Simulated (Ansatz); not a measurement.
```xyz
41

Si   -1.8531   -2.5887    2.6846
Si    1.2473   -2.8521   -0.1160
Si   -1.6520    2.3401   -2.4827
Si    1.0892   -0.2146   -2.6177
B    -1.3399   -0.1922    0.0400
Si    1.1257   -0.1801    2.6811
Si    1.0980    2.4891    0.0718
Si    3.8782   -0.1317    0.0432
Si   -2.8445   -1.1677    1.0504
Si   -2.7808    0.8617   -0.9853
Si   -0.3282   -1.4314   -1.1601
Si   -0.2959   -1.4668    4.0419
Si    2.5212   -1.5353    1.3619
Si   -0.2998    1.1186   -3.9650
Si   -0.3102    3.8271   -1.2533
Si    2.4710    1.1793   -1.3181
Si   -0.3272    1.0225    1.2568
H    -3.0129   -3.0970    3.5108
H    -1.2173   -3.7638    1.9917
H     2.1695   -3.4157   -1.1704
H     0.6068   -4.0121    0.6021
H    -2.7684    3.0665   -3.2031
H     1.9380   -1.1463   -3.4507
H     1.9616    0.7609    3.5163
H     1.9367    3.3107    1.0220
H     4.8004   -0.9656   -0.8122
H     4.7203    0.7630    0.9190
H    -3.7032   -2.0388    0.1651
H    -3.7720   -0.2435    1.8020
H    -3.7044   -0.0049   -1.8088
H    -3.6496    1.7276   -0.1051
H    -1.2282   -2.2809   -2.0325
H     0.4644   -2.4785    4.8659
H    -1.0541   -0.5597    4.9771
H     3.3786   -2.4049    2.2530
H    -1.1530    0.2703   -4.8733
H     0.4996    2.0818   -4.8090
H     0.4860    4.6803   -2.2117
H    -1.1671    4.7266   -0.3995
H     3.2916    2.0749   -2.2183
H    -1.2222    1.8713    2.1361
```

Geometry: PBE-D4/def2-SVP.

Method: UKS PBE0-D4/def2-TZVP in Ansatz.

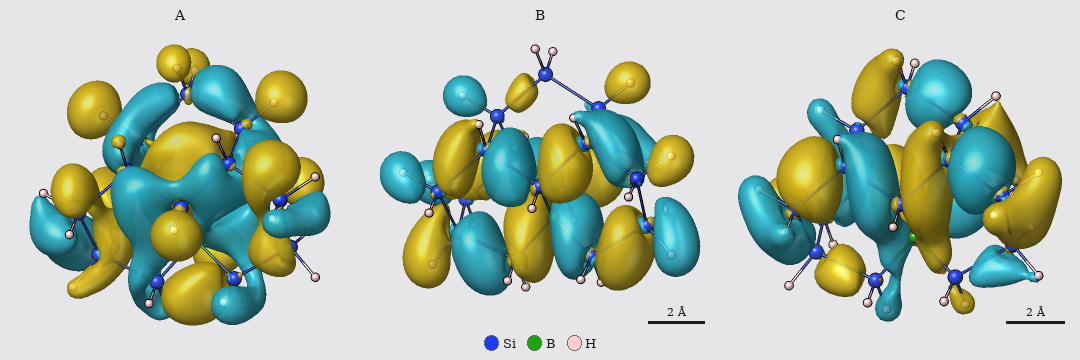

BH24Si16 (Si17H24 off sphere) (doublet). Three frontier orbitals at ±0.04 Å⁻³ᐟ² (yellow and cyan are the two phases), in no order.

Which picture is the HOMO−1, the HOMO and the LUMO? All are α orbitals.

C is the HOMO−1 (α) (−7.28 eV). It lies mainly on Si6 (about 10 %), Si12 (about 10 %), Si7 (about 10 %), Si17 (about 10 %), Si15 (about 10 %) and Si11 (about 10 %). B is the HOMO (α) (−6.61 eV). It lies mainly on B5 (about 10 %), Si10 (about 10 %), Si9 (about 10 %), Si3 (about 5 %), Si17 (about 5 %) and Si1 (about 5 %). A is the LUMO (α) (−1.31 eV). No atom holds more than about 10 % of it (Hirshfeld); by element the shares are Si 80 % and H 20 %.

What is the gap between the highest occupied and lowest empty α orbitals?

5.30 eV between the orbital energies.
